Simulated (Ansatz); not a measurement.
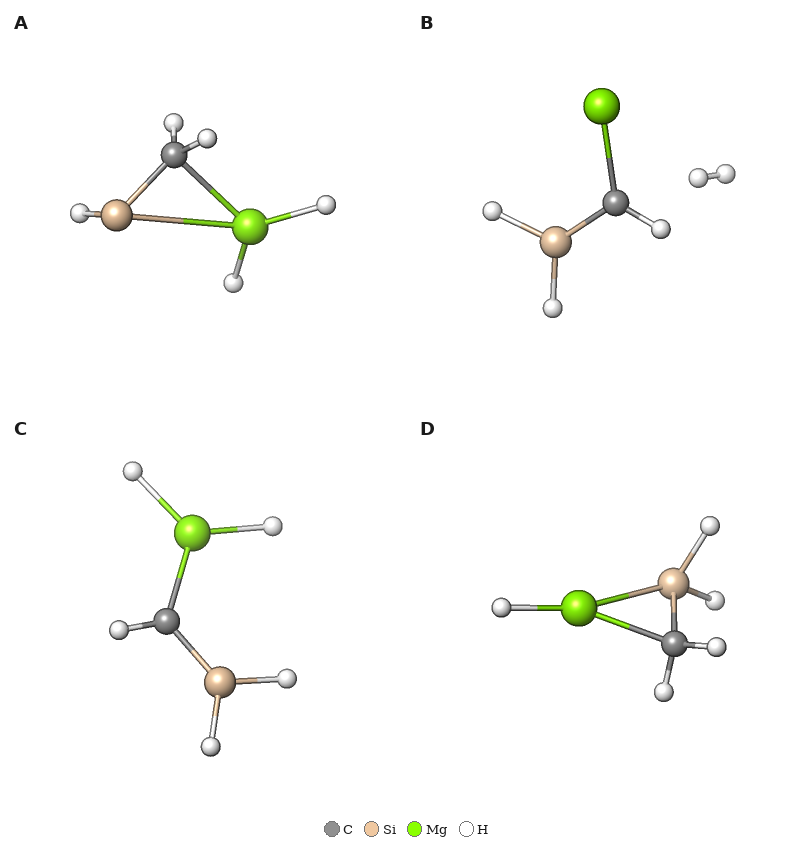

4 stationary structures of one formula. State: charge −1, singlet. Geometries: PBE0-D4/def2-TZVPD. Electronic energies: RHF-CCSD(T) (frozen core)/def2-TZVPPD (Ansatz 0.2.0), without zero-point energy. No frequency run is at hand to confirm each as a minimum. Each is one conformer, not always the lowest.

> Which structure is the most stable?

D is lowest (C1); A lies 16.3 kJ/mol above it (C1), C lies 73.2 kJ/mol above it (Cs), B lies 146.1 kJ/mol above it (C1).
